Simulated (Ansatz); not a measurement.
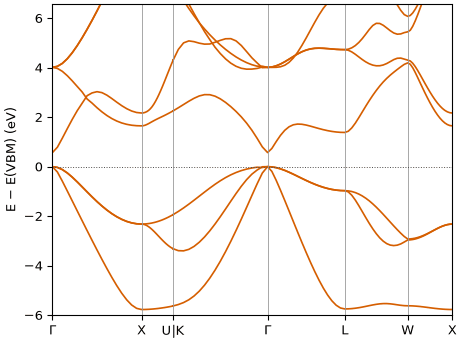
Fig. 1. Band structure from PBEsol in the plane-wave PAW code Ansatz

Question: Read off the gap and where the band edges lie.

Answer: About 0.6 eV (0.57 eV by a search for the band edges); maximum at Γ, minimum at Γ.

Question: Which compound is it?
A) AgI, zinc blende
B) CaS, rock salt
C) InP, zinc blende

Answer: C, InP, zinc blende

Space group F-43m (zinc blende). Symmetry was held in the PBEsol relaxation. Spin–orbit coupling is left out wherever it is not named.

Potentials: the later of the program's two PAW sets.
